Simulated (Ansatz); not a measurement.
The starting structures come from a database of crystals and need not be the phases stable at ambient conditions.

 Where the default PAW files enter, the runs use the earlier of Ansatz's two default sets.

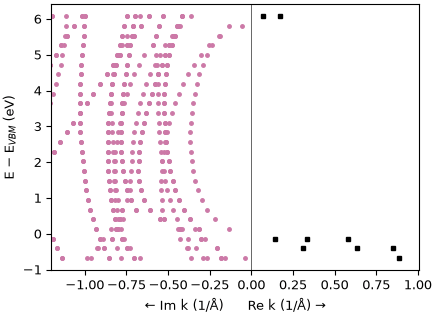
*Complex bands at the centre of the two-dimensional zone; Ansatz (a quantum-chemistry and plane-wave program) with r2SCAN*

The gap is the functional's own. No spin-orbit coupling. Mid-gap values are interpolated on the energy grid.

This is SrBrF (P4/nmm, not sure to be the ambient phase, 6 atoms a cell, 21.9 Å³ an atom) along the normal of (111). Read off the slowest decay at the centre of the two-dimensional zone at 2.83 eV, the computed energy nearest the middle of the gap.

κ ≈ 0.37 1/Å, a decay length 1/(2κ) of the density of 1.4 Å.
